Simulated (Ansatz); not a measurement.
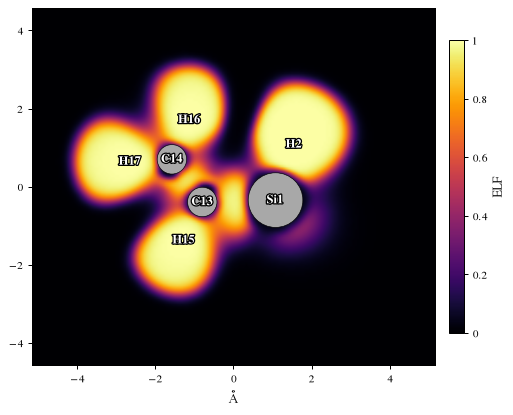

*C₆H₁₀Si (SiH(vinyl)3). ELF on the plane of atoms C13, C14 and H16. Grey discs cover the atomic cores.*

Geometry: B3LYP-D4/def2-SVP.

Computed with Ansatz 0.2.0, RKS PBE0-D4/def2-TZVP.

Input

```
crystal:
  periodic: [false, false, false]
  atoms:
    - {symbol: Si, position_ang: [0.000465, 0.002108, 0.094443]}
    - {symbol: H, position_ang: [0.019113, 0.006971, 1.587899]}
    - {symbol: C, position_ang: [1.743097, -0.287380, -0.539844]}
    - {symbol: C, position_ang: [2.805556, -0.480815, 0.253645]}
    - {symbol: H, position_ang: [1.907328, -0.300499, -1.627124]}
    - {symbol: H, position_ang: [2.717999, -0.480858, 1.346597]}
    - {symbol: H, position_ang: [3.812903, -0.648679, -0.145336]}
    - {symbol: C, position_ang: [-0.633905, 1.659147, -0.517578]}
    - {symbol: C, position_ang: [-0.984980, 2.670487, 0.288519]}
    - {symbol: H, position_ang: [-0.724916, 1.814453, -1.602462]}
    - {symbol: H, position_ang: [-0.921113, 2.588290, 1.380017]}
    - {symbol: H, position_ang: [-1.352400, 3.628408, -0.098148]}
    - {symbol: C, position_ang: [-1.130821, -1.372281, -0.500597]}
    - {symbol: C, position_ang: [-1.807869, -2.190669, 0.316542]}
    - {symbol: H, position_ang: [-1.248468, -1.518998, -1.584090]}
    - {symbol: H, position_ang: [-1.739512, -2.104092, 1.407426]}
    - {symbol: H, position_ang: [-2.462489, -2.985565, -0.059911]}
basis:
  gaussian: {orbitals: def2-TZVP, initial_orbitals: start.molden}
hamiltonian: {xc: pbe0, dispersion: d4}
scf: {omitted_lower_state_checks: [starts]}
output: {orbitals: {seedname: orbitals}}
```

Run with:

```sh
ansatz run in.yaml --threads 4 --pin off --events-out ev --progress --plain --max-ram 4787MiB
```

> Interpret the plot.

The plane passes through Si, H and C nuclei.
C–C (1.34 Å): the ELF peaks at about 0.90 between the atoms: a short, multiple covalent bond.
C–Si (1.88 Å): the ELF peaks at about 0.95 between the atoms: a shared electron pair.
C–H (1.10 Å): the ELF climbs to about 1 towards the hydrogen, as it does in any bond to H (a covalent bond by its length).
Si–H (1.49 Å): the ELF climbs to about 1 towards the hydrogen.
